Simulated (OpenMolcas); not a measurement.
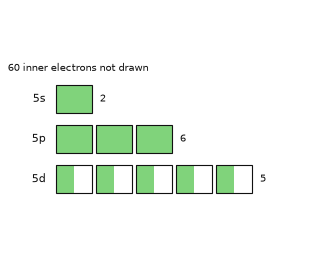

The outer shells of the leading configuration of the lowest level: a box for each of the 2l + 1 orbitals, shaded by the share of the shell that is filled, with the electron count at the right.

**Multiconfigurational calculation for Pt⁵⁺ (part 1 of 2)**

Pt⁵⁺. Computed at this level: state-averaged CASSCF, active space 5 electrons in the shell 5d, basis ANO-RCC-VTZP, DKH2 scalar Hamiltonian, spin-orbit coupling by RASSI with atomic mean-field integrals (OpenMolcas).

**The program's output (extracts)**
```
--- SEWARD ---
Basis set label: PT.ANO-RCC...8S7P5D3F1G.

      Electronic valence basis set:
      ------------------
      Associated Effective Charge  78.000000 au
      Associated Actual Charge     78.000000 au
      Nuclear Model: Point charge

      Shell  nPrim  nBasis  Cartesian Spherical Contaminant
         s      24       8        X
         p      21       7        X
         d      15       5                 X
         f      11       3                 X
         g       4       1                 X
                  Relativistic Douglas-Kroll-Hess integrals:
                    - DKH order of Hamiltonian: 2
                    - DKH order of Properties : 0
                  Atomic mean-field integrals
--- RASSCF ---
Wave function specifications:
      -----------------------------

      Number of closed shell electrons          68
      Number of electrons in active shells       5
      Max number of holes in RAS1 space          0
      Max nr of electrons in RAS3 space          0
      Number of inactive orbitals               34
      Number of active orbitals                  5
      Number of secondary orbitals              45
      Spin quantum number                      2.5
      State symmetry                             1
Orbital specifications:
      -----------------------

      Symmetry species                           1   2
                                                ag  au
      Frozen orbitals                            0   0
      Inactive orbitals                         15  19
      Active orbitals                            5   0
      RAS1 orbitals                              0   0
      RAS2 orbitals                              5   0
      RAS3 orbitals                              0   0
      Secondary orbitals                        22  23
      Deleted orbitals                           0   0
      Number of basis functions                 42  42
      Number of CSFs                             1
      Number of root(s) required                 1
      Iter CI   SX   CI       RASSCF       Energy    max ROT     max BLB   max BLB  Level Ln srch  Step   QN
          iter iter root      energy       change     param      element    value   shift minimum  type update
 Nr of preliminary CI iterations:   1
      Total energies have been shifted. Add               -18000.00 au
        1   1    8    1  -389.61703435    0.00E+00   2.16E-01*  19  27 1  5.06E-01*  0.00   0.00    SX    NO
        2   1    7    1  -390.27507737   -6.58E-01* -3.13E-02   10  36 2  1.84E-01*  0.00   0.00    SX    NO
        3   1    7    1  -390.31441073   -3.93E-02*  1.27E-02   12  38 2 -1.04E-01*  0.00   0.00    SX    NO
        4   1    7    1  -390.32178489   -7.37E-03*  8.94E-03   16  42 2  6.06E-02*  0.00   0.00    SX    NO
        5   1    7    1  -390.32450633   -2.72E-03*  3.55E-03   12  38 2 -3.83E-02*  0.00   0.61    QN   YES
        6   1    6    1  -390.32629259   -1.79E-03*  9.30E-05   12  38 2 -1.08E-03*  0.00   1.03    QN   YES
        7   1    4    1  -390.32629391   -1.32E-06*  2.91E-06   15  23 1 -1.88E-05   0.00   1.00    QN   YES
        8   1    3    1  -390.32629391   -3.49E-10  -2.93E-07   15  23 1 -3.04E-06   0.00   1.14    QN   YES
      Convergence after  8 iterations
        9   1    3    1  -390.32629391    0.00E+00  -2.93E-07   15  23 1  1.06E-07   0.00   1.14    QN   YES
      Natural orbitals and occupation numbers for root  1
      sym 1:   1.000000   1.000000   1.000000   1.000000   1.000000
::    RASSCF root number  1 Total energy: -18390.32629391
--- RASSCF ---
Wave function specifications:
      -----------------------------

      Number of closed shell electrons          68
      Number of electrons in active shells       5
      Max number of holes in RAS1 space          0
      Max nr of electrons in RAS3 space          0
      Number of inactive orbitals               34
      Number of active orbitals                  5
      Number of secondary orbitals              45
      Spin quantum number                      1.5
      State symmetry                             1
Orbital specifications:
      -----------------------

      Symmetry species                           1   2
                                                ag  au
      Frozen orbitals                            0   0
      Inactive orbitals                         15  19
      Active orbitals                            5   0
      RAS1 orbitals                              0   0
      RAS2 orbitals                              5   0
      RAS3 orbitals                              0   0
      Secondary orbitals                        22  23
      Deleted orbitals                           0   0
      Number of basis functions                 42  42
      Number of CSFs                            24
      Number of root(s) required                24
      Iter CI   SX   CI       RASSCF       Energy    max ROT     max BLB   max BLB  Level Ln srch  Step   QN
          iter iter root      energy       change     param      element    value   shift minimum  type update
 Nr of preliminary CI iterations:   1
        1   1    0    0-18390.15318264    0.00E+00   0.00E+00   19  27 1 -1.28E-02*  0.00   0.00    SX    NO
      Natural orbitals and occupation numbers for root  1
      sym 1:   1.000000   1.000000   1.000000   1.000000   1.000000
      Natural orbitals and occupation numbers for root  2
      sym 1:   1.000000   1.000000   1.000000   1.000000   1.000000
      Natural orbitals and occupation numbers for root  3
      sym 1:   1.000000   1.000000   1.000000   1.000000   1.000000
::    RASSCF root number  1 Total energy: -18390.18903851
::    RASSCF root number  2 Total energy: -18390.18903851
::    RASSCF root number  3 Total energy: -18390.18903851
::    RASSCF root number  4 Total energy: -18390.18903851
::    RASSCF root number  5 Total energy: -18390.18903851
::    RASSCF root number  6 Total energy: -18390.18903851
::    RASSCF root number  7 Total energy: -18390.18903851
::    RASSCF root number  8 Total energy: -18390.18903851
::    RASSCF root number  9 Total energy: -18390.18903851
::    RASSCF root number 10 Total energy: -18390.16528827
::    RASSCF root number 11 Total energy: -18390.16528827
::    RASSCF root number 12 Total energy: -18390.16528827
::    RASSCF root number 13 Total energy: -18390.15788659
::    RASSCF root number 14 Total energy: -18390.15788659
::    RASSCF root number 15 Total energy: -18390.15788659
::    RASSCF root number 16 Total energy: -18390.15788659
::    RASSCF root number 17 Total energy: -18390.15788659
::    RASSCF root number 18 Total energy: -18390.09853415
::    RASSCF root number 19 Total energy: -18390.09853415
::    RASSCF root number 20 Total energy: -18390.09853415
::    RASSCF root number 21 Total energy: -18390.09853415
::    RASSCF root number 22 Total energy: -18390.09853415
::    RASSCF root number 23 Total energy: -18390.09853415
::    RASSCF root number 24 Total energy: -18390.09853415
--- RASSCF ---
Wave function specifications:
      -----------------------------

      Number of closed shell electrons          68
      Number of electrons in active shells       5
      Max number of holes in RAS1 space          0
      Max nr of electrons in RAS3 space          0
      Number of inactive orbitals               34
      Number of active orbitals                  5
      Number of secondary orbitals              45
      Spin quantum number                      0.5
      State symmetry                             1
Orbital specifications:
      -----------------------

      Symmetry species                           1   2
                                                ag  au
      Frozen orbitals                            0   0
      Inactive orbitals                         15  19
      Active orbitals                            5   0
      RAS1 orbitals                              0   0
      RAS2 orbitals                              5   0
      RAS3 orbitals                              0   0
      Secondary orbitals                        22  23
      Deleted orbitals                           0   0
      Number of basis functions                 42  42
      Number of CSFs                            75
      Number of root(s) required                75
      Iter CI   SX   CI       RASSCF       Energy    max ROT     max BLB   max BLB  Level Ln srch  Step   QN
          iter iter root      energy       change     param      element    value   shift minimum  type update
 Nr of preliminary CI iterations:   1
        1   1    0    0-18390.04931588    0.00E+00   0.00E+00   19  27 1 -2.05E-02*  0.00   0.00    SX    NO
      Natural orbitals and occupation numbers for root  1
      sym 1:   1.000000   1.000000   1.000000   1.000000   1.000000
      Natural orbitals and occupation numbers for root  2
      sym 1:   1.000000   1.000000   1.000000   1.000000   1.000000
      Natural orbitals and occupation numbers for root  3
      sym 1:   1.000000   1.000000   1.000000   1.000000   1.000000
::    RASSCF root number  1 Total energy: -18390.12893664
::    RASSCF root number  2 Total energy: -18390.12893664
::    RASSCF root number  3 Total energy: -18390.12893664
::    RASSCF root number  4 Total energy: -18390.12893664
::    RASSCF root number  5 Total energy: -18390.12893664
::    RASSCF root number  6 Total energy: -18390.12893664
::    RASSCF root number  7 Total energy: -18390.12893664
::    RASSCF root number  8 Total energy: -18390.12893664
::    RASSCF root number  9 Total energy: -18390.12893664
::    RASSCF root number 10 Total energy: -18390.12893664
::    RASSCF root number 11 Total energy: -18390.12893664
::    RASSCF root number 12 Total energy: -18390.12893664
::    RASSCF root number 13 Total energy: -18390.12893664
::    RASSCF root number 14 Total energy: -18390.10125014
::    RASSCF root number 15 Total energy: -18390.10125014
::    RASSCF root number 16 Total energy: -18390.10125014
::    RASSCF root number 17 Total energy: -18390.10125014
::    RASSCF root number 18 Total energy: -18390.10125014
::    RASSCF root number 19 Total energy: -18390.09628585
::    RASSCF root number 20 Total energy: -18390.09628585
::    RASSCF root number 21 Total energy: -18390.09628585
::    RASSCF root number 22 Total energy: -18390.09628585
::    RASSCF root number 23 Total energy: -18390.09628585
::    RASSCF root number 24 Total energy: -18390.09628585
::    RASSCF root number 25 Total energy: -18390.09628585
::    RASSCF root number 26 Total energy: -18390.08293503
::    RASSCF root number 27 Total energy: -18390.08293503
::    RASSCF root number 28 Total energy: -18390.08293503
::    RASSCF root number 29 Total energy: -18390.08293503
::    RASSCF root number 30 Total energy: -18390.08293503
```

(Continued in part 2.) Outcome of the run: converged.
